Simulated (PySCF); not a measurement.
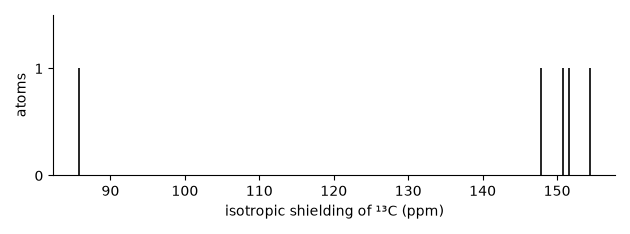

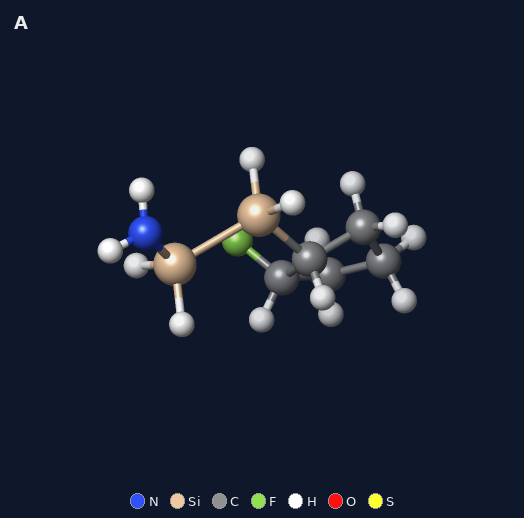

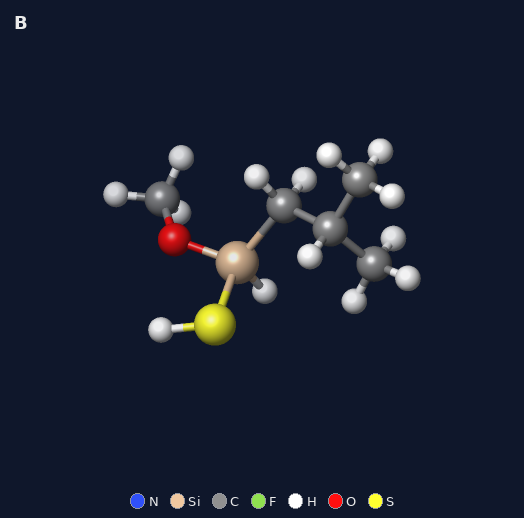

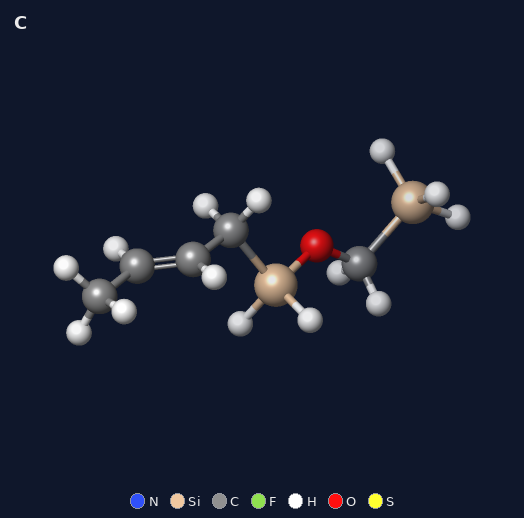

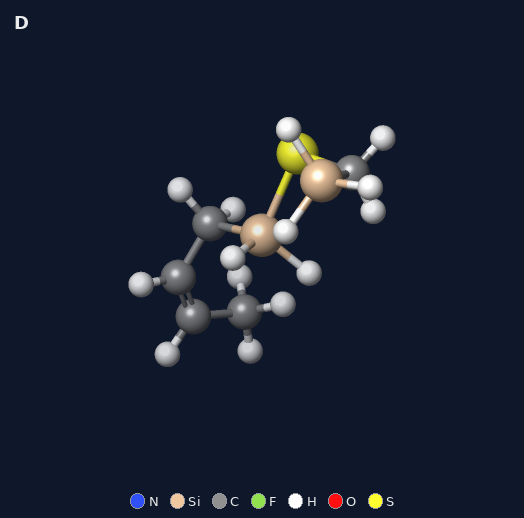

The sticks are computed shieldings of one of the molecules, for one fixed geometry (GFN2-xTB) without averaging over rotations. Low shielding means a high chemical shift. Method: GIAO PBE0/pcSseg-1 NMR shielding, non-relativistic, gas phase (PySCF 2.14.0).

### Which molecule gives this pattern?

A, `N[SiH2][SiH2][C@@H]1CCC[C@@H]1F`. Its 5 C atoms give lines at 85.7, 147.8, 150.8, 151.6, 154.4 ppm.

The geometry is semi-empirical. Around Si such bond lengths and angles can be off by a tenth of an ångström or more and by several degrees, and values that hang on the shape move with them.
